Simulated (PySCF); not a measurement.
# GaH3F− ([GaFH3]-): PBE0/STO-6G

What is the vertical singlet–triplet gap of GaH3F− ([GaFH3]-) at PBE0/STO-6G? 

Program for the calculation: PySCF 2.14.0.

7 further runs of the same task are left out: 3 that didn't finish, 4 set aside as unsound or not needed.

**1. The structure to begin with**

GaH3F− has 5 atoms, charge -1, and is taken as a singlet. As SMILES, `[H][Ga-]([H])([H])[F]`. Geometry: a GFN2-xTB relaxation, a rough one for these elements and not checked as a minimum.

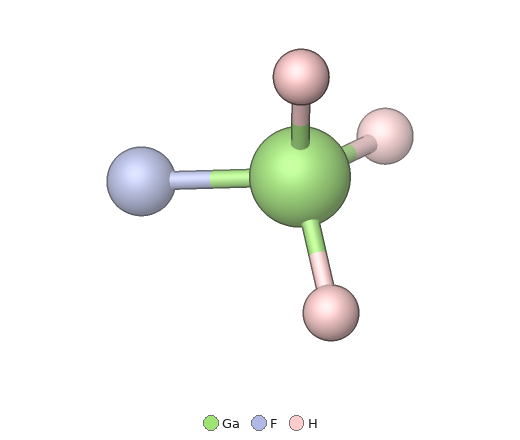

The structure, seen from a chosen angle (gallium green, fluorine light blue, hydrogen pink).

**2. A single-point energy at PBE0/STO-6G**

calc.py reads:

```python
from pyscf import gto, dft

mol = gto.Mole()
mol.atom = '''
Ga  -0.001630   0.000950  -0.092090
F    0.012090  -0.018880   1.687450
H    1.487040   0.011700  -0.540050
H   -0.751680   1.294240  -0.514180
H   -0.745820  -1.288010  -0.541120
'''
mol.spin = 0
mol.charge = -1
mol.max_memory = 1860
mol.verbose = 3
mol.basis = 'sto-6g'
mol.build()

ks = dft.RKS(mol)
ks.xc = 'pbe0'
ks.grids.level = 5
ks.conv_tol = 1e-10
ks.kernel()
if not ks.converged:
    ks = ks.newton().run(ks.mo_coeff, ks.mo_occ)

e_tot = ks.e_tot
print('E(%s) = %.9f' % ('PBE0', e_tot))
```

Started as:

```sh
$ OMP_NUM_THREADS=1 python calc.py
```

Standard output:

```text
converged SCF energy = -2014.78346822298
E(PBE0) = -2014.783468223
```

Run time: 4.2 s. Hardware: 1 thread of Arm Neoverse V2, shared host; peak memory 0.23 GiB.

**3. The triplet at the same level**

calc.py reads:

```python
from pyscf import gto, dft

molecule = gto.Mole()
molecule.atom = '''
Ga    -0.003080     0.001795    -0.174025
F      0.022847    -0.035678     3.188818
H      2.810098     0.022110    -1.020547
H     -1.420469     2.445759    -0.971659
H     -1.409396    -2.433986    -1.022569
'''
molecule.max_memory = 1860
molecule.verbose = 4
molecule.charge = -1
molecule.basis = 'sto-6g'
molecule.unit = 'bohr'
molecule.spin = 2
molecule.build()

mf = dft.UKS(molecule)
mf.xc = 'pbe0'
mf.conv_tol = 1e-10
mf.grids.level = 5
mf.kernel()
if not mf.converged:
    mf = mf.newton().run(mf.mo_coeff, mf.mo_occ)

e_final = mf.e_tot
print('Final energy', e_final)
```

Started as:

```sh
$ OMP_NUM_THREADS=1 python calc.py
```

Standard output:

```text
PySCF version 2.14.0

[INPUT] num. atoms = 5
[INPUT] num. electrons = 44
[INPUT] charge = -1
[INPUT] spin (= nelec alpha-beta = 2S) = 2
[INPUT] symmetry False subgroup None
[INPUT] Mole.unit = bohr
[INPUT] Symbol           X                Y                Z      unit          X                Y                Z       unit  Magmom
[INPUT]  1 Ga    -0.001629865810   0.000949873094  -0.092090064130 AA   -0.003080000000   0.001795000000  -0.174025000000 Bohr   0.0
[INPUT]  2 F      0.012090111738  -0.018879984531   1.687449815371 AA    0.022847000000  -0.035678000000   3.188818000000 Bohr   0.0
[INPUT]  3 H      1.487039822052   0.011700108133  -0.540050215073 AA    2.810098000000   0.022110000000  -1.020547000000 Bohr   0.0
[INPUT]  4 H     -0.751679823618   1.294239926202  -0.514179799585 AA   -1.420469000000   2.445759000000  -0.971659000000 Bohr   0.0
[INPUT]  5 H     -0.745820244362  -1.288009922898  -0.541120211393 AA   -1.409396000000  -2.433986000000  -1.022569000000 Bohr   0.0

nuclear repulsion = 120.580461110302
number of shells = 14
number of NR pGTOs = 156
number of NR cGTOs = 26
basis = sto-6g
ecp = {}

******** <class 'pyscf.dft.uks.UKS'> ********
method = UKS
initial guess = minao
damping factor = 0
level_shift factor = 0
DIIS = <class 'pyscf.scf.diis.CDIIS'>
diis_start_cycle = 1
diis_space = 8
diis_damp = 0
SCF conv_tol = 1e-10
SCF conv_tol_grad = None
SCF max_cycles = 50
direct_scf = True
direct_scf_tol = 1e-13
number electrons alpha = 23  beta = 21
XC library pyscf.dft.libxc version 7.0.0
    S. Lehtola, C. Steigemann, M. J.T. Oliveira, and M. A.L. Marques.,  SoftwareX 7, 1–5 (2018)
XC functionals = pbe0
radial grids:
    Treutler-Ahlrichs [JCP 102, 346 (1995); DOI:10.1063/1.469408] (M4) radial grids

[... 11 lines left out ...]
[... the frontier-level lines of each cycle are left out ...]
[... 1 line left out ...]
[... 9 lines left out ...]
[... 5 lines left out ...]
[... 5 lines left out ...]
[... 5 lines left out ...]
[... 5 lines left out ...]
[... 5 lines left out ...]
[... 5 lines left out ...]
[... 5 lines left out ...]
[... 5 lines left out ...]
[... 5 lines left out ...]
[... 5 lines left out ...]
[... 5 lines left out ...]
[... 5 lines left out ...]
[... 5 lines left out ...]
[... 5 lines left out ...]
[... 5 lines left out ...]

cycle= 18 E= -2014.62343530014  delta_E= 3.15e-06  |g|= 0.000119  |ddm|= 0.0191


cycle= 19 E= -2014.62343458239  delta_E= 7.18e-07  |g|= 0.000155  |ddm|= 0.0103


cycle= 20 E= -2014.62343451556  delta_E= 6.68e-08  |g|= 7.91e-05  |ddm|= 0.00263


cycle= 21 E= -2014.62343456648  delta_E= -5.09e-08  |g|= 6.59e-05  |ddm|= 0.00224


cycle= 22 E= -2014.62343474317  delta_E= -1.77e-07  |g|= 2.22e-05  |ddm|= 0.00496


cycle= 23 E= -2014.6234347603  delta_E= -1.71e-08  |g|= 6.19e-06  |ddm|= 0.0016


cycle= 24 E= -2014.62343476086  delta_E= -5.57e-10  |g|= 2.68e-06  |ddm|= 0.000228


cycle= 25 E= -2014.6234347609  delta_E= -4.18e-11  |g|= 2.29e-06  |ddm|= 3.91e-05


Extra cycle  E= -2014.62343476094  delta_E= -3.46e-11  |g|= 2.21e-06  |ddm|= 1.29e-05
converged SCF energy = -2014.62343476094  <S^2> = 2.0077786  2S+1 = 3.0051813
Final energy -2014.6234347609384
```

Run time: 12 s. Hardware: 1 thread of Arm Neoverse V2, shared host; peak memory 0.23 GiB.

**4. Summary of results**

Level: PBE0/STO-6G.

| quantity | value |
| --- | --- |
| singlet: total energy | -2014.78347 Eh |
| singlet: HOMO energy | 7.29 eV |
| singlet: LUMO energy | 14.37 eV |
| singlet: HOMO–LUMO gap (to an unbound level, set by the basis) | 7.08 eV |
| triplet: total energy | -2014.62343 Eh |
| triplet: HOMO energy (highest over α and β) | 10.57 eV |
| triplet: ⟨S²⟩ | 2.008 |
| vertical energy of the triplet above the singlet | 4.355 eV |

**Reading.** At this shape the triplet lies 4.35 eV (100 kcal/mol) above the singlet. For an anion a state so high probably lies above electron detachment. In a minimal basis such a difference can be off by several eV, whatever the method. Mulliken charges (singlet) run from -0.32 on F2 to -0.16 on H4. The HOMO (singlet) lies at positive energy, 7.29 eV; only total energies tell whether the electron is bound. The HOMO (triplet) lies at positive energy, 10.57 eV; only total energies tell whether the electron is bound.
